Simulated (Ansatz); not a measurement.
SnH3 (SMILES [SnH3]): the energy, rung by rung

The species is SnH3 (4 atoms), meant as a doublet with charge 0. SMILES: `[SnH3]`. Geometry: relaxed at PBE0-D4/def2-TZVP.

```jsonl
{"atom": "Sn", "x (Å)": "0.2802", "y (Å)": "-0.2116", "z (Å)": "-0.2717"}
{"atom": "H", "x (Å)": "1.0552", "y (Å)": "0.0110", "z (Å)": "1.2417"}
{"atom": "H", "x (Å)": "-1.1250", "y (Å)": "-1.1722", "z (Å)": "-0.0640"}
{"atom": "H", "x (Å)": "-0.1549", "y (Å)": "1.3125", "z (Å)": "-0.9263"}
```

Each level gives the energy change with the Sn1–H2 bond stretched from 1.715 to 2.144 Å (eV). The values are calculated.

| level | kind | program | value (eV) | less FCI/STO-3G |
| --- | --- | --- | --- | --- |
| UHF/STO-3G | Hartree–Fock | Ansatz | 1.58 | +0.40 |
| USVWN5/STO-3G | LDA | Ansatz | 1.28 | +0.10 |
| U-revPBE/STO-3G | GGA | Ansatz | 1.16 | -0.02 |
| U-r2SCAN/STO-3G | meta-GGA | Ansatz | 1.29 | +0.11 |
| UB3LYP/STO-3G | global hybrid | Ansatz | 1.28 | +0.10 |
| RPA@PBE/STO-3G | RPA | Ansatz | 1.13 | -0.05 |
| UMP2/STO-3G | perturbation theory | Ansatz | 1.39 | +0.21 |
| UCCSD(T)/STO-3G | coupled cluster or CI | Ansatz | 1.18 | 0.00 |
| FCI/STO-3G | exact in the basis | Ansatz | 1.18 | 0.00 |

FCI/STO-3G is exact within its basis and frozen core, so for wave-function methods in that basis the difference is their error; functionals converge differently with the basis, so for them it is only a difference. All-electron rows without a relativistic Hamiltonian named are non-relativistic. The first shape isn't each level's own minimum. The values span 1.13 to 1.58 eV. All rows use very small basis sets, so even the best lies far from the true value. In the correlated wave-function rows the outer d shell of Sn is correlated, in sets not made for it.

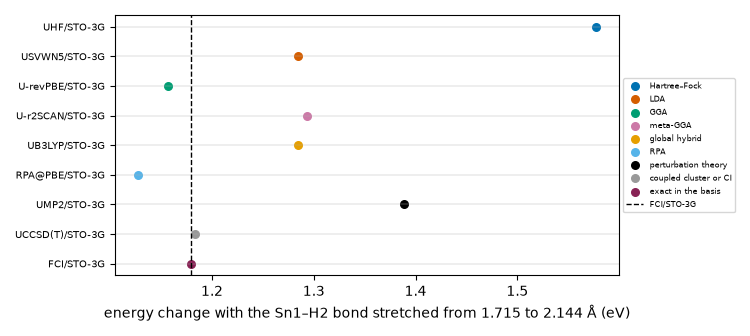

The values of the table, level by level.
